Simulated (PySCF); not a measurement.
Te(SMe)(GeH3), SMILES CS[Te][GeH3] (CH₆GeSTe), PBE0/def2-SVP optimised geometry. Atoms within 1.6 Å of the plane z = 1.2 Å (x, y, z in Å): Te1 (-1.48, -0.48, 0.00), S2 (-1.62, 1.94, 0.00), C3 (-1.62, 2.35, 1.77), H4 (-2.49, 1.92, 2.28), H5 (-1.67, 3.45, 1.82), H6 (-0.69, 2.02, 2.26), Ge7 (1.10, -0.48, 0.00), H8 (1.60, 0.32, 1.22), H9 (1.56, -1.94, 0.10).

Computed with PBE0/def2-TZVP, def2 effective core potentials past Kr run with PySCF 2.14.0. The core electrons that the potentials of Te replace are not part of the density.

Map of the Laplacian of the electron density (e/bohr⁵), clipped to [-1.50, 1.50] on the plane z = 1.2 Å:

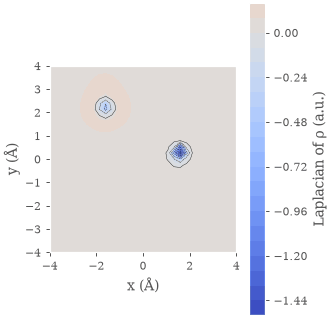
*Laplacian of the electron density (e/bohr⁵), clipped to [-1.50, 1.50] on the plane z = 1.2 Å.*
